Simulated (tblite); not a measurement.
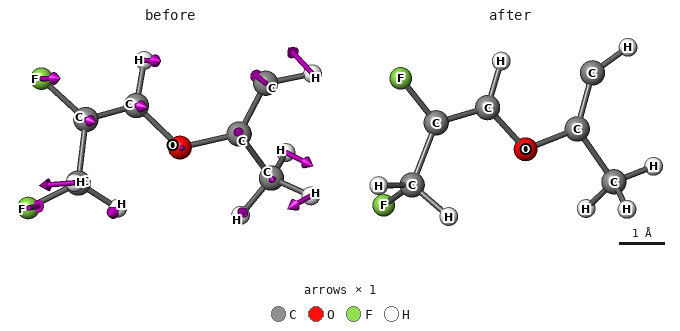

The structure of C₆H₇F₂O (multiplicity 2) before (left) and after (right) a relaxation, at one scale. The purple arrows give the displacements, at their true length.

A ball-and-stick model, seen at a tilt.

Computed with tblite, GFN2-xTB geometry optimisation, gas phase. 

### Summarise the run.

An H atom moves most after the best rigid fit: 1.18 Å. By element the largest moves are H 1.18 Å, C 0.85 Å, F 0.70 Å, O 0.13 Å. Near-neighbour distances that change, for instance: C–H 1.109 → 1.060 Å, C–H 1.131 → 1.085 Å, C–C 1.341 → 1.300 Å, C–C 1.480 → 1.516 Å. Bond angles that change, for instance: C–C–H 119.2° → 138.5°, C–C–C 118.3° → 126.8°, C–C–O 117.9° → 109.8°. Groups turn about C–C by about 55°, C–C by about 40°, C–O by about 30°. After 146 geometry steps the energy has fallen by 59.2 kJ/mol.
